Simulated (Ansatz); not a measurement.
Reaction (SMILES): C=O (CH2-O) → CH2O+ (doublet, bonded as C=O) + e-
B3LYP-D3(BJ)/def2-TZVP geometries, fixed; electronic energies without zero-point terms.

Basis-set convergence of the adiabatic ionisation energy at HF with Ansatz (a quantum-chemistry and plane-wave program). Cartesian d functions, on some or all atoms, in 6-31G*, 6-31G**, 6-31+G*; all else is spherical. Open shells are unrestricted. No added dispersion term, no relativity. Functions are those of the species that has most. Reference: the value in def2-QZVPPD, 9.450 eV, itself unsure by roughly 0.005 eV (its mean distance from pcseg-3, def2-QZVPP, cc-pVQZ). Deviations are taken from unrounded values.

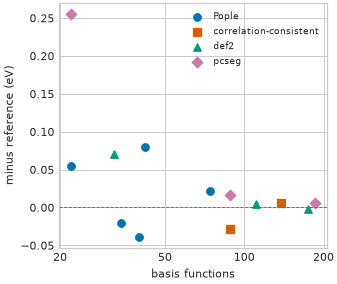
Deviation from the reference against the number of basis functions, by family of sets.

| basis | functions | adiabatic ionisation energy (eV) | minus reference (eV) |
|---|---|---|---|
| 6-31G | 22 | 9.505 | 0.055 |
| pcseg-0 | 22 | 9.706 | 0.255 |
| def2-SV(P) | 32 | 9.520 | 0.070 |
| 6-31G* | 34 | 9.430 | -0.020 |
| 6-31G** | 40 | 9.412 | -0.039 |
| 6-31+G* | 42 | 9.530 | 0.080 |
| 6-311++G(2d,2p) | 74 | 9.472 | 0.021 |
| cc-pVTZ | 88 | 9.421 | -0.029 |
| pcseg-2 | 88 | 9.466 | 0.016 |
| def2-TZVPPD | 111 | 9.455 | 0.005 |
| aug-cc-pVTZ | 138 | 9.456 | 0.006 |
| def2-QZVPP | 174 | 9.448 | -0.002 |
| pcseg-3 | 186 | 9.456 | 0.006 |
